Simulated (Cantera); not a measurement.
A closed system holds: 1 mol BF3, 0.51 mol O2, 0.12 mol N2, at 0.00540 bar.

These are equilibrium values from Cantera (NASA tables, ideal gas, pure condensed phases), not measurements of a reactor. Candidate condensed phases: B, BN, B2O3; 31 gas species. Rates play no part.

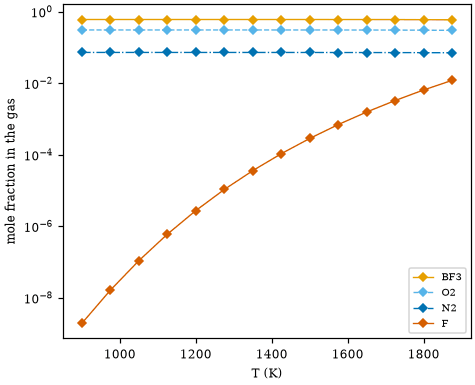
Figure. Equilibrium gas composition (values under 1e-9 drawn at 1e-9)

Q: Read off the mole fractions at 1275 K.

A: BF3 about 0.61, O2 about 0.31, N2 about 0.074, F about 1.1e-5.
